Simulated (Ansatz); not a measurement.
The calculation's input:

```
crystal:
  lattice:
    - [1.9716305987, 1.1383214569, 12.8619092341]
    - [-1.9716305987, 1.1383214569, 12.8619092341]
    - [0.0, -2.2766429139, 12.8619092341]
  atoms:
    - { symbol: Mg, position: [0.248431882, 0.248431882, 0.248431882] }
    - { symbol: Mg, position: [0.5, 0.5, 0.5] }
    - { symbol: Mg, position: [0.751568118, 0.751568118, 0.751568118] }
    - { symbol: Cd, position: [0.0, 0.0, 0.0] }
    - { symbol: Se, position: [0.6223983085, 0.6223983085, 0.6223983085] }
    - { symbol: Se, position: [0.8741800619, 0.8741800619, 0.8741800619] }
    - { symbol: Se, position: [0.1258199381, 0.1258199381, 0.1258199381] }
    - { symbol: Se, position: [0.3776016915, 0.3776016915, 0.3776016915] }
basis:
  ecutwfc: 420
kpoints:
  mp_grid: { grid: [12, 12, 12] }
hamiltonian:
  xc: pbe
scf:
  occupations: { method: gaussian, width: 0.02 }
output:
  forces: true
  stress: true
  eigenvalues: true
  write_density: true
  write_potential: true
  elf: true
  volumetric_format: npy
relax:
  adjacent_minimum: "off"
  f_tol: 0.01
  max_steps: 80
  cell: { stress_tol: 0.05 }
```

Launched as:

```sh
ansatz run input.yaml --threads 1 --pin off --max-ram 2560MiB --backend cpu --events-out ev --progress --plain --runs-dir out
```

Below, planes, directions and counts refer to the conventional cell (a = 3.94 Å, b = 3.94 Å, c = 38.62 Å, α = 90.00°, β = 90.00°, γ = 120.00°).

The fields are those of the run's last geometry, not of the input's.

Space group R-3m; a structure generated by program, which may or may not match a known phase.

Method: Ansatz 0.2.0, DFT PBE, scalar-relativistic, plane waves, PAW.

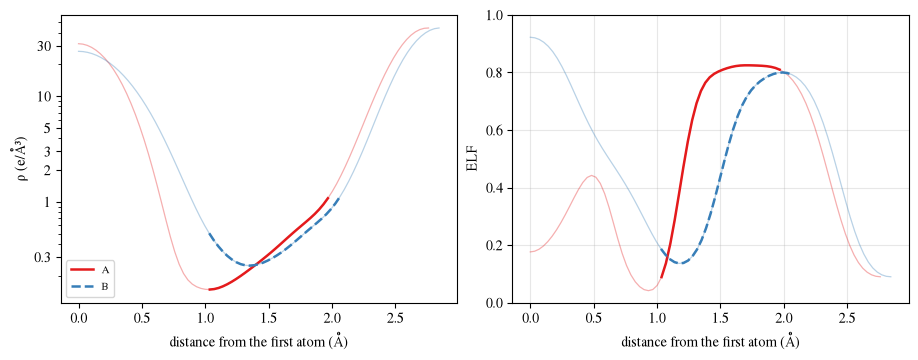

Mg3CdSe4. Valence pseudo-density and electron localisation function along straight lines between neighbouring atoms. Thin, pale parts lie inside the atomic spheres.

In a PAW calculation such maps are meaningful between the atoms, not at the nuclei.

Which curve belongs to which contact (Cd–Se and Mg–Se)? The first atom named is at distance zero.

Curve A: Mg–Se (2.76 Å): the density is about 0.24 e/Å³ at the midpoint; the ELF is about 0.75 at the midpoint (an ionic contact with no shared pair). Curve B: Cd–Se (2.84 Å): the density is about 0.26 e/Å³ at the midpoint; the ELF is about 0.30 at the midpoint and 0.15 at its lowest between the atoms.
